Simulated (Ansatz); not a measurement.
# U-revPBE/def2-SVP run of CH6ClSi2 (SMILES C[Si]([SiH3])Cl)

Aim: the vertical doublet–quartet gap of CH6ClSi2 at U-revPBE/def2-SVP, from 2 runs. 

The results are computed with Ansatz 0.2.0.

44 further runs of the same task are left out: 44 set aside as unsound or not needed.

## Step 1: The structure to begin with

The species is CH6ClSi2 (10 atoms), meant as a doublet with charge 0. As SMILES, `C[Si]([SiH3])Cl`. The coordinates come from a PBE0-D4/def2-TZVP relaxation.

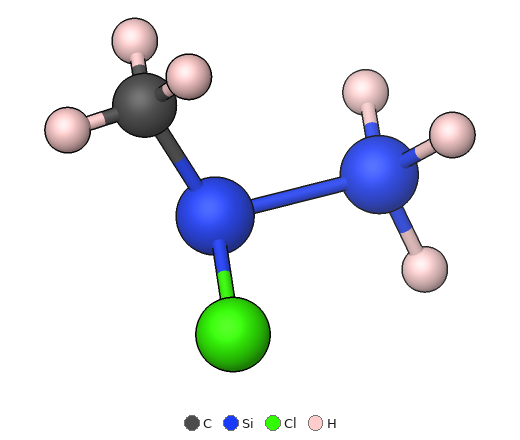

Viewed from a chosen angle; carbon dark grey, silicon blue, chlorine green, hydrogen pink.

## Step 2: The energy at U-revPBE/def2-SVP

The input, in.yaml:

```yaml
crystal:
  periodic: [false, false, false]
  atoms:
    - {symbol: C, position_ang: [-0.817600, 1.375900, -0.759000]}
    - {symbol: Si, position_ang: [-0.393400, -0.447400, -0.745400]}
    - {symbol: Si, position_ang: [1.253500, -1.073900, 0.791400]}
    - {symbol: Cl, position_ang: [-2.123100, -1.512600, -0.330000]}
    - {symbol: H, position_ang: [0.078700, 1.966200, -0.965000]}
    - {symbol: H, position_ang: [-1.223500, 1.680800, 0.209700]}
    - {symbol: H, position_ang: [-1.561600, 1.592100, -1.528300]}
    - {symbol: H, position_ang: [1.490500, -2.535600, 0.676400]}
    - {symbol: H, position_ang: [0.871400, -0.750900, 2.195100]}
    - {symbol: H, position_ang: [2.508200, -0.345800, 0.457800]}
basis:
  gaussian:
    orbitals: def2-SVP
output: {orbitals: {seedname: orbitals}}
hamiltonian:
  xc: {name: revPBE}
accuracy: high
magnetization:
  spin_polarized: true
  initial_magnetization: 1
```

Started as:

```
$ ansatz run in.yaml --threads 1 --pin off --max-ram 3480MiB --events-out events.jsonl --progress --plain --runs-dir runs
```

The program printed:

```text
Warning: RAYON_NUM_THREADS=1 ignored (pool sized by the plan → 1); use --threads N
Functional definition: revPBE
  name "revPBE"
  parameter kappa = 1.245
  parameter beta = 0.06672455060314922
  exchange = pbe_x(kappa = kappa, mu = beta*pi^2/3)
  correlation = pbe_c(beta = beta)
2141 factors; integrals over basis functions are off by at most 2.1e-8 eV
mean field evaluation 1: about -29390.4934 eV, gradient 3.6e1 eV
mean field evaluation 2: about -29379.0831 eV, gradient 5.3e1 eV
mean field evaluation 4: about -29397.3008 eV, gradient 3.0e0 eV
mean field evaluation 8: about -29397.3524 eV, gradient 4.4e-2 eV
mean field evaluation 16: about -29397.3525 eV, gradient 3.3e-5 eV
mean field -29397.35245601 eV, -1080.3327765171 hartree, gradient 6.6e-8 eV, S^2 0.752427; 0 other end points of the search recorded, 0 dependent functions left out
reference -29397.35246053 eV, -1080.3327766834 hartree; 29, 28 occupied and 69, 70 virtual orbitals, 2141 factors
Total energy: -29397.35246053 eV, -1080.3327766834 hartree
```

Wall time 13 s (1 thread of Arm Neoverse V2, shared host); peak memory 0.33 GiB.

## Step 3: The quartet at the same level

The input, run.yaml:

```yaml
basis:
  gaussian:
    orbitals: def2-SVP
crystal:
  periodic: [false, false, false]
  atoms:
    - {symbol: C, position_ang: [-0.817600, 1.375900, -0.759000]}
    - {symbol: Si, position_ang: [-0.393400, -0.447400, -0.745400]}
    - {symbol: Si, position_ang: [1.253500, -1.073900, 0.791400]}
    - {symbol: Cl, position_ang: [-2.123100, -1.512600, -0.330000]}
    - {symbol: H, position_ang: [0.078700, 1.966200, -0.965000]}
    - {symbol: H, position_ang: [-1.223500, 1.680800, 0.209700]}
    - {symbol: H, position_ang: [-1.561600, 1.592100, -1.528300]}
    - {symbol: H, position_ang: [1.490500, -2.535600, 0.676400]}
    - {symbol: H, position_ang: [0.871400, -0.750900, 2.195100]}
    - {symbol: H, position_ang: [2.508200, -0.345800, 0.457800]}
magnetization:
  spin_polarized: true
  initial_magnetization: 3
hamiltonian:
  xc: {name: revPBE}
accuracy: high
output: {orbitals: {seedname: orbitals}}
```

Started as:

```
$ ansatz run run.yaml --threads 1 --pin off --max-ram 3480MiB --events-out events.jsonl --progress --plain --runs-dir runs
```

The program printed (excerpt; [...] marks lines left out):

```text
Warning: RAYON_NUM_THREADS=1 ignored (pool sized by the plan → 1); use --threads N
[... 6 set-up lines as earlier in the session ...]
2141 factors; integrals over basis functions are off by at most 2.1e-8 eV
mean field evaluation 1: about -29380.4751 eV, gradient 4.1e1 eV
mean field evaluation 2: about -29352.8095 eV, gradient 7.4e1 eV
mean field evaluation 4: about -29388.7005 eV, gradient 1.8e1 eV
mean field evaluation 8: about -29391.6738 eV, gradient 2.5e-1 eV
mean field evaluation 16: about -29391.6660 eV, gradient 1.4e-4 eV
mean field evaluation 32: about -29389.6796 eV, gradient 7.2e0 eV
mean field -29391.66603730 eV, -1080.1238044840 hartree, gradient 4.8e-8 eV, S^2 3.752902; 6 other end points of the search recorded, 0 dependent functions left out
reference -29391.66604187 eV, -1080.1238046518 hartree; 30, 27 occupied and 68, 71 virtual orbitals, 2141 factors
Total energy: -29391.66604187 eV, -1080.1238046518 hartree
```

It took 19 s on 1 thread of Arm Neoverse V2, shared host; peak memory 0.34 GiB.

## Step 4: Summary of results

At U-revPBE/def2-SVP:

| quantity | value |
| --- | --- |
| doublet: total energy | -1080.33278 Eh |
| doublet: HOMO energy (highest over α and β) | -4.73 eV |
| doublet: LUMO energy (lowest over α and β) | -3.19 eV |
| doublet: ⟨S²⟩ | 0.752 |
| quartet: total energy | -1080.12380 Eh |
| quartet: HOMO energy (highest over α and β) | -1.33 eV |
| quartet: ⟨S²⟩ | 3.753 |
| vertical energy of the quartet above the doublet | 5.686 eV |

At this shape the quartet lies 5.69 eV (131 kcal/mol) above the doublet.
